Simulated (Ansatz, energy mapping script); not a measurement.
# CsMnS2: energy mapping under PBE+U (4 eV), part 2 of 2

Wanted: the magnetic order of CsMnS2, its couplings and an estimate of its ordering temperature, by PBE+U (4 eV).

PBE with U = 4 eV on Mn d, ortho-atomic projectors; plane waves, U on orthogonalised atomic orbitals unless named otherwise, collinear spin, no spin–orbit coupling.

So far. Step 4 (Parallel start in cell A (8 atoms)): The run ends ferromagnetic.

## 5. Order 2: compensated +−, cell A of 8 atoms

This order reverses 2 of the 4 neighbours at 3.96 Å and 4 of the 4 neighbours at 5.60 Å, counted for an average magnetic atom.

input.yaml

```yaml
crystal:
  lattice:
    - [3.95698377, 0.0, 0.0]
    - [-1.978491885, 1.978491885, 7.283544527]
    - [0.0, -7.91396754, 0.0]
  atoms:
    - { symbol: Cs, position: [0.0, 0.0, 0.5] }
    - { symbol: Cs, position: [0.0, 0.0, 0.0] }
    - { symbol: Mn, position: [0.75, 0.5, 0.625], spin: 4.5 }
    - { symbol: Mn, position: [0.75, 0.5, 0.125], spin: -4.5 }
    - { symbol: S, position: [0.656581318, 0.313162636, 0.828290659] }
    - { symbol: S, position: [0.656581318, 0.313162636, 0.328290659] }
    - { symbol: S, position: [0.343418682, 0.686837364, 0.671709341] }
    - { symbol: S, position: [0.343418682, 0.686837364, 0.171709341] }
magnetization:
  spin_polarized: true
kpoints:
  mp_grid: { grid: [7, 7, 4] }
hamiltonian:
  xc: pbe
  hubbard:
    sites:
      - { species: Mn, l: d, u_eff: 4.0 }
      - { site: 2, l: d, u_eff: 4.0, starting_ns: [{ spin: up, occupation_matrix: mn2_major }, { spin: down, occupation_matrix: mn2_minor }] }
      - { site: 3, l: d, u_eff: 4.0, starting_ns: [{ spin: up, occupation_matrix: mn2_minor }, { spin: down, occupation_matrix: mn2_major }] }
    projectors: ortho-atomic
    occupation_matrices:
      mn2_major:
        matrix:
          - [0.994, 0.0, 0.0, 0.0, 0.0]
          - [0.0, 0.967, 0.0, 0.0, 0.0]
          - [0.0, 0.0, 0.967, 0.0, 0.0]
          - [0.0, 0.0, 0.0, 0.97, 0.0]
          - [0.0, 0.0, 0.0, 0.0, 0.988]
      mn2_minor:
        matrix:
          - [0.036, 0.0, 0.0, 0.0, 0.0]
          - [0.0, 0.1, 0.0, 0.0, 0.0]
          - [0.0, 0.0, 0.1, 0.0, 0.0]
          - [0.0, 0.0, 0.0, 0.108, 0.0]
          - [0.0, 0.0, 0.0, 0.0, 0.05]
scf:
  occupations: { method: fermi_dirac, width: 0.05 }
output:
  eigenvalues: true
  write_density: true
  write_potential: true
  elf: true
  volumetric_format: npy
```

Run with:

```console
ansatz run input.yaml --threads 4 --pin off --max-ram 8192MiB --backend cpu --events-out ev --progress --plain --runs-dir out
```

Numbers of over 12 decimals in the logs are rounded to 6 here.

The log of the run:

```text
[...]
Crystal: 8 atoms, lattice volume = 228.087 Å³
Basis set: ecut = 420 eV, 4453 PW (Γ)
Bands: 49, of which v1, the nominal top of the filled ones, is band 36 counted from 1 (35 counted from 0)
Symmetry: 2 space group operations
[...]
k-points: 60 of 196 (time reversal used)
[...]
Starting moments: Σ|m| = 9 μB on 2 of 8 sites
Starting magnetic order: antiferromagnet; a translation exchanges its spin sublattices: spin-degenerate at every k-point
[...]
SCF iter   1: F=—  HF=-22751.329583 eV  |F-HF|=—  |Δ(HF+E_count)|=         —  Δρ=1.75e-2 (↑1.75e-2 ↓1.75e-2)  dr2=6.64e0  dr2_m=2.15e-1  M=0.000 μB ∫|m|=9.672 μB  β_m=1.00  ethr=3.10e-3  ⟨swp⟩=6.8  Hψ=12445  notcnv=0  defer=144
[...]
SCF iter  18: F=-22750.294635 eV  HF=-22750.294635 eV  |F-HF|=1.29e-9  |Δ(HF+E_count)|=   5.38e-7  Δρ=2.55e-6 (↑2.55e-6 ↓2.55e-6)  dr2=2.44e-8  dr2_m=1.06e-8  M=0.000 μB ∫|m|=10.001 μB  ethr=1.39e-10  ⟨swp⟩=12.4  Hψ=14610  notcnv=0
SCF 1 converged in 18 iterations: F = -22750.294635 eV  dr2 = 2.44e-8
[...]
SCF converged after 18 iterations
Magnetization: 0.0000 μB (36.0000 up, 36.0000 down)
Absolute magnetization: 9.9998 μB (∫|ρ↑−ρ↓|, with the PAW one-centre terms)
[...]
Per-site moments (μB) at R_I (Å): [(-0.000606827, 1.489092), (0.000606827, 1.489092), (4.134458, 0.990542), (-4.134458, 0.990542), (0.017696, 0.990542), (-0.017696, 0.990542), (-0.209823, 0.990542), (0.209823, 0.990542)]
Free energy (F): -22750.294635 eV
[...]
Internal energy: -22750.224661 eV  (E = F + TS)
E sigma→0 (E₀):  -22750.259648 eV
Entropy (-TS):   -0.069975 eV (-8.747 meV/atom)
Fermi energy:    5.159890 eV
[...]
--- Specified on-site occupations, and those of the state reported ---
  electrons in the specified blocks: 10.5600 specified, 10.5830 found
[...]
--- Band table (eV; the first three rows and the last of 120) ---
  k-point 0 ↑: bands = [... 32 lower, 4.4617, 5.1921, 5.2675, 5.4001, 5.5856, 8.4441, 8.7695, 8.9320, ... 9 higher]
  k-point 1 ↑: bands = [... 32 lower, 4.4789, 5.1070, 5.1627, 5.3228, 5.5854, 8.5499, 8.8694, 8.9860, ... 9 higher]
  k-point 2 ↑: bands = [... 32 lower, 4.4977, 4.8835, 5.1313, 5.3179, 5.5855, 8.6275, 8.8132, 8.9998, ... 9 higher]
  k-point 59 ↓: bands = [... 32 lower, 4.1619, 4.2791, 4.4559, 4.7140, 5.0399, 8.3663, 8.5304, 8.7589, ... 9 higher]
Occupation matrices written to <dir>
```

The job ended after 41 s (4 threads of Arm Neoverse V1, shared host; peak memory 1.2 GiB).

Spin moment in the sphere by atom:

| atom | spin moment in the sphere (μB) |
| --- | --- |
| Cs1 | 0.00 |
| Cs2 | 0.00 |
| Mn3 | 4.13 |
| Mn4 | -4.13 |
| S5 | 0.02 |
| S6 | -0.02 |
| S7 | -0.21 |
| S8 | 0.21 |

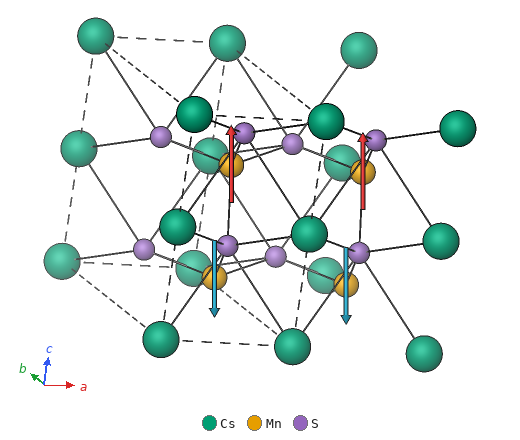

Spin moment in the sphere as arrows, the longest 4.13 μB. Up and down stand for the sign. Arrows give size and sign along the axis of quantisation, drawn up and down the page. The two directions have two colours. 2×1×1 cells are drawn. Some periodic images of atoms are drawn too.

The run ends antiferromagnetic, 144.81 meV a magnetic atom above the parallel order of its cell (energies taken at zero occupation width, not the printed F).

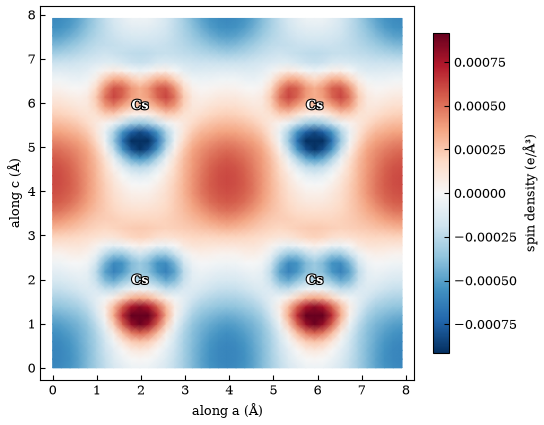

Spin density in the ac plane at fractional y = 0.000, with atoms of Cs within 0.2 Å of it. The map starts off the cell's origin, so that atoms lie inside it.

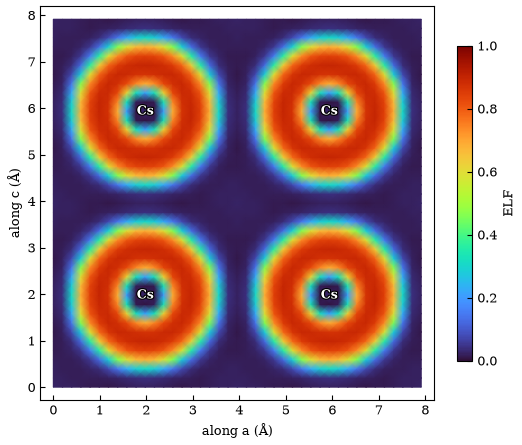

ELF in the ac plane at fractional y = 0.000, with atoms of Cs within 0.2 Å of it. It is the smooth field of the valence electrons, not physical close to the nuclei. The map starts off the cell's origin, so that atoms lie inside it.

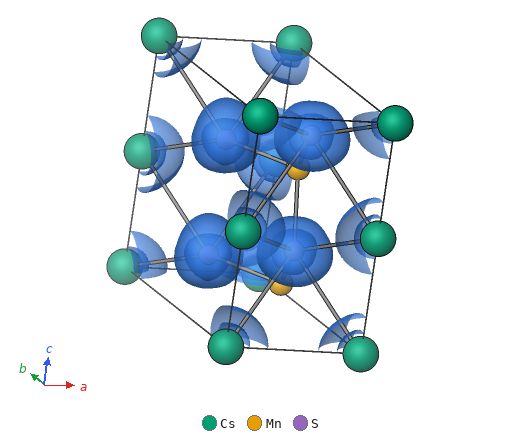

Surface of ELF = 0.82.

## 6. Order 3: parallel, cell B of 8 atoms

The parallel order again, as the reference for this cell.

This run holds the same structure in another cell (a 3.957 → 5.596 Å, b 7.802 → 5.596 Å, c 7.914 → 7.802 Å, α 104.7 → 90.0°, β 90.0 → 111.0°, γ 104.7 → 90.0°).

input.yaml

```yaml
crystal:
  lattice:
    - [-3.95698377, 3.95698377, 0.0]
    - [3.95698377, 3.95698377, 0.0]
    - [1.978491885, -1.978491885, -7.283544527]
  atoms:
    - { symbol: Cs, position: [0.0, 0.0, 0.0] }
    - { symbol: Cs, position: [0.5, 0.5, 0.0] }
    - { symbol: Mn, position: [0.5, 0.25, 0.5], spin: 4.5 }
    - { symbol: Mn, position: [0.0, 0.75, 0.5], spin: 4.5 }
    - { symbol: S, position: [0.343418682, 0.0, 0.686837364] }
    - { symbol: S, position: [0.843418682, 0.5, 0.686837364] }
    - { symbol: S, position: [0.656581318, 0.0, 0.313162636] }
    - { symbol: S, position: [0.156581318, 0.5, 0.313162636] }
magnetization:
  spin_polarized: true
kpoints:
  mp_grid: { grid: [5, 5, 5] }
hamiltonian:
  xc: pbe
  hubbard:
    sites:
      - { species: Mn, l: d, u_eff: 4.0 }
      - { site: 2, l: d, u_eff: 4.0, starting_ns: [{ spin: up, occupation_matrix: mn2_major }, { spin: down, occupation_matrix: mn2_minor }] }
      - { site: 3, l: d, u_eff: 4.0, starting_ns: [{ spin: up, occupation_matrix: mn2_major }, { spin: down, occupation_matrix: mn2_minor }] }
    projectors: ortho-atomic
    occupation_matrices:
      mn2_major:
        matrix:
          - [0.994, 0.0, 0.0, 0.0, 0.0]
          - [0.0, 0.967, 0.0, 0.0, 0.0]
          - [0.0, 0.0, 0.967, 0.0, 0.0]
          - [0.0, 0.0, 0.0, 0.97, 0.0]
          - [0.0, 0.0, 0.0, 0.0, 0.988]
      mn2_minor:
        matrix:
          - [0.036, 0.0, 0.0, 0.0, 0.0]
          - [0.0, 0.1, 0.0, 0.0, 0.0]
          - [0.0, 0.0, 0.1, 0.0, 0.0]
          - [0.0, 0.0, 0.0, 0.108, 0.0]
          - [0.0, 0.0, 0.0, 0.0, 0.05]
scf:
  occupations: { method: fermi_dirac, width: 0.05 }
output:
  eigenvalues: true
```

The log of the run:

```text
[...]
Crystal: 8 atoms, lattice volume = 228.087 Å³
Basis set: ecut = 420 eV, 4455 PW (Γ)
Bands: 49, of which v1, the nominal top of the filled ones, is band 36 counted from 1 (35 counted from 0)
Symmetry: 8 space group operations
[...]
k-points: 27 of 125 (time reversal used)
[...]
Starting moments: Σ|m| = 9 μB on 2 of 8 sites
[...]
k-point 0 ↑: bands = [... 32 lower, 3.4268, 3.5442, 4.0315, 4.3065, 4.3325, 4.3325, 4.4196, 5.7234, ... 9 higher]
  k-point 1 ↑: bands = [... 32 lower, 3.4322, 3.5642, 4.0081, 4.3347, 4.3705, 4.3705, 4.3856, 5.4409, ... 9 higher]
  k-point 2 ↑: bands = [... 32 lower, 3.4289, 3.5516, 4.0228, 4.3148, 4.4091, 4.4362, 4.4362, 4.9977, ... 9 higher]
  k-point 26 ↓: bands = [... 32 lower, 8.4629, 8.6145, 8.6664, 8.7464, 8.8600, 9.0087, 9.0628, 9.0878, ... 9 higher]
Occupation matrices written to <dir>
[key lines of the parts left out:]
SCF converged after 16 iterations
Magnetization: 8.0000 μB (40.0000 up, 32.0000 down)
Free energy (F): -22750.565407 eV
Fermi energy:    5.248456 eV
```

The job ended after 26 s (4 threads; peak memory 0.89 GiB; 1.7 min of CPU time).

The run ends ferromagnetic. For each magnetic atom its energy differs from the parallel run of the first cell by 1.35 meV, an error that one common reference would have brought in.

## 7. Run 4 (compensated +−; cell B, 8 atoms)

This order reverses 4 of the 4 neighbours at 3.96 Å and 0 of the 4 neighbours at 5.60 Å, counted for an average magnetic atom.

Edit input.yaml of step 6 so:

```diff
@@ -9,3 +9,3 @@
     - { symbol: Mn, position: [0.5, 0.25, 0.5], spin: 4.5 }
-    - { symbol: Mn, position: [0.0, 0.75, 0.5], spin: 4.5 }
+    - { symbol: Mn, position: [0.0, 0.75, 0.5], spin: -4.5 }
     - { symbol: S, position: [0.343418682, 0.0, 0.686837364] }
@@ -24,3 +24,3 @@
       - { site: 2, l: d, u_eff: 4.0, starting_ns: [{ spin: up, occupation_matrix: mn2_major }, { spin: down, occupation_matrix: mn2_minor }] }
-      - { site: 3, l: d, u_eff: 4.0, starting_ns: [{ spin: up, occupation_matrix: mn2_major }, { spin: down, occupation_matrix: mn2_minor }] }
+      - { site: 3, l: d, u_eff: 4.0, starting_ns: [{ spin: up, occupation_matrix: mn2_minor }, { spin: down, occupation_matrix: mn2_major }] }
     projectors: ortho-atomic
```

The log of the run:

```text
[...]
Crystal: 8 atoms, lattice volume = 228.087 Å³
Basis set: ecut = 420 eV, 4455 PW (Γ)
Bands: 49, of which v1, the nominal top of the filled ones, is band 36 counted from 1 (35 counted from 0)
Symmetry: 4 space group operations
[...]
k-points: 27 of 125 (time reversal used)
[...]
Starting moments: Σ|m| = 9 μB on 2 of 8 sites
[...]
k-point 0 ↑: bands = [... 32 lower, 4.0919, 4.1549, 4.9740, 5.0979, 5.1148, 8.4068, 8.7212, 8.8798, ... 9 higher]
  k-point 1 ↑: bands = [... 32 lower, 4.1054, 4.1408, 4.7790, 5.0723, 5.0813, 8.4156, 8.5805, 8.8298, ... 9 higher]
  k-point 2 ↑: bands = [... 32 lower, 4.1358, 4.1605, 4.4569, 5.0191, 5.0333, 8.2609, 8.4433, 8.7456, ... 9 higher]
  k-point 26 ↓: bands = [... 32 lower, 4.5424, 4.7570, 4.8341, 4.8935, 5.2525, 8.8134, 8.9354, 9.1176, ... 9 higher]
Occupation matrices written to <dir>
[key lines of the parts left out:]
SCF converged after 15 iterations
Magnetization: 0.0000 μB (36.0000 up, 36.0000 down)
Free energy (F): -22750.077396 eV
Fermi energy:    5.005022 eV
```

Run time: 13 s. Hardware: 4 threads; peak memory 0.85 GiB.

The run ends antiferromagnetic, 258.02 meV a magnetic atom above the parallel order of its cell (energies taken at zero occupation width, not the printed F).

## 8. The fit

Each energy difference is a sum of couplings weighted by the pairs that the order reverses. A few near shells are fitted to the differences by least squares. Energies are those extrapolated to zero occupation width, not the free energies F.

The orders that converged (zero: parallel moments in the same cell):

| order | atoms | energy (meV a magnetic atom) | moments (μB) | moments kept as typed | opposed neighbours at 3.96, 5.60 Å |
| --- | --- | --- | --- | --- | --- |
| parallel in cell A | 8 | 0.00 | 4.16 | yes | 0, 0 |
| compensated +− in cell A | 8 | 144.81 | 4.13 | yes | 2, 4 |
| parallel in cell B | 8 | 0.00 | 4.16 | yes | 0, 0 |
| compensated +− in cell B | 8 | 258.02 | 4.15 | yes | 4, 0 |

Couplings from the energies, with E = −Σ J e·e over ordered pairs:

| pair | distance (Å) | neighbours | J (meV) |
| --- | --- | --- | --- |
| Mn–Mn | 3.96 | 4 | 32.3 |
| Mn–Mn | 5.60 | 4 | 1.98 |

These orders cannot tell some unfitted shells from fitted ones: the value at 3.96 Å holds J(3.96) + J(7.80) and the value at 5.60 Å holds J(5.60) + 0.5 J(7.80); other unfitted shells add to the values wholly or in part.

Limits of this fit: couplings between layers, chains or clusters are absent from the fit or under 2 % of the largest, so temperatures below mark short-range order.

In mean field these couplings order at 1059 K.

## 9. Finite temperature

Mean field ignores fluctuations and overstates the ordering temperature, so the model is also sampled. The heat capacity peaks where order sets in.

Classical unit spins with these couplings on 10×10×10 copies of a cell that holds the lowest order (1000 spins), heat-bath sweeps, cooled from random directions, 1315 sweeps to settle and 3945 measured at each temperature, averaged over 4 runs.

| T (K) | heat capacity (k_B a spin) |
| --- | --- |
| 127 | 1.06 |
| 217 | 1.07 |
| 353 | 1.18 |
| 443 | 1.31 |
| 533 | 1.55 |
| 624 | 1.65 |
| 669 | 1.60 |
| 759 | 1.13 |
| 849 | 0.84 |
| 939 | 0.64 |
| 1075 | 0.45 |
| 1165 | 0.37 |

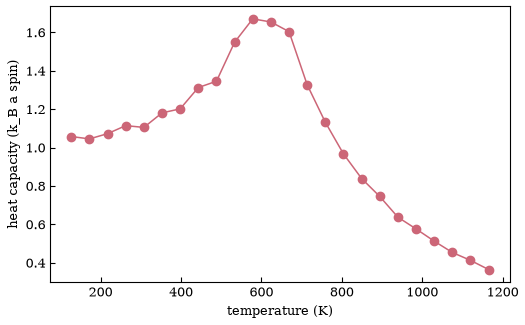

Heat capacity against temperature.

The smoothed heat capacity has a broad peak at 605 K. Uncoupled layers or chains point independently, so no order parameter of the whole is shown.

## 10. Summary of results

| Property | Result |
| --- | --- |
| lowest order tried | parallel |
| largest fitted value (a combination of shells), Mn–Mn at 3.96 Å | 32.3 meV |
| ordering temperature, mean field | 1059 K |
| heat-capacity peak, Monte Carlo | 605 K |

**Reading.** Of the orders tried, CsMnS2 prefers parallel moments under PBE+U (4 eV). How the layers stack magnetically is not fixed by these couplings. Orders that were not tried, spirals among them, may lie lower. The largest fitted value is 32 meV, at 3.96 Å. It is a combination of shells that these orders cannot split, so neither its size nor its sign can be laid on that pair alone. The orders also reverse pairs at 7.80 Å, which are not fitted, so the fitted values hold their part too. No fitted order reverses the pairs at 7.91 Å, so their coupling is unknown and is set to zero in the model. 2 energy differences fix 2 couplings with none to spare, so the fit tests nothing. In the fitted orders moments change by up to 0.57 % against the parallel run of the same cell, so their size stays put. Every order is gapless on its mesh at this level. In a metal exchange reaches farther, and a short model of fixed moments is less apt; where the compound is in fact an insulator, these couplings come from a wrongly metallic state. The fitted couplings above 2 % of the largest link the moments within layers only, where isotropic couplings give no order above 0 K. The peak at 605 K marks where short-range order sets in on this finite lattice; real ordering needs anisotropy or weaker couplings in the other directions.

[Logs and program files are shortened in this print: banners, set-up blocks, solver, clock and traceback lines can be left out without a mark of their own.]

[Logs are printed without paths, hosts, clocks, repeated set-up lines and the standing remarks that a program may print on its own settings, such as how far it seeks lower states.]

[Hosts, paths, dates, database ids (printed as entryN), source tags and the programs' standing remarks are cut or masked in the printed files.]

[Where a cell is said to come from a database of computed structures, the database is the Materials Project.]
